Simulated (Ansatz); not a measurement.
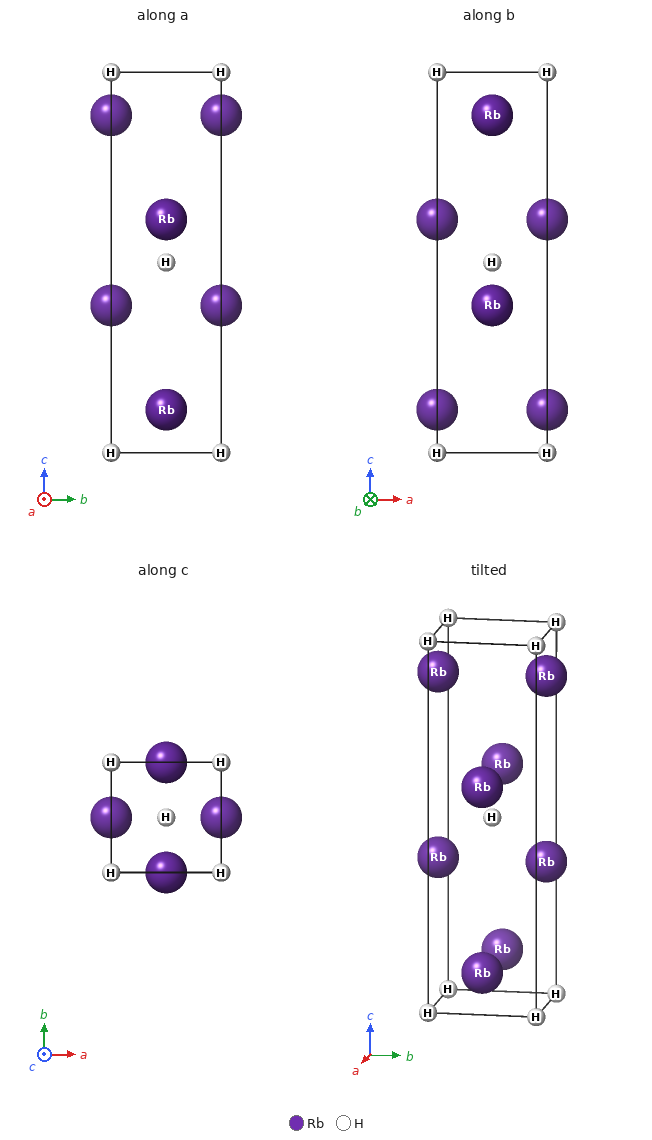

Crystal structure, spheres-only style, seen along the a axis, along the b axis, along the c axis and slightly off an axis. The parallelepiped is the conventional unit cell.

Lattice parameters: a = 4.529 Å, b = 4.529 Å, c = 15.651 Å, α = 90.00°, β = 90.00°, γ = 90.00°.

**Give the structure in the form of a table of Wyckoff sites, with free fractional coordinates to two decimals.**

Space group P4_2/nmc:1 (No. 137).
| atom | site | x | y | z |
| --- | --- | --- | --- | --- |
| Rb | 4d | 0.00 | 0.50 | 0.11 |
| H | 2a | 0.00 | 0.00 | 0.00 |

Origin of the cell: a structure type filled with these elements by a generator (whether the compound takes this form wasn't checked). The structure drawn was relaxed with DFT PBE, scalar-relativistic, plane waves, PAW (Ansatz 0.2.0).
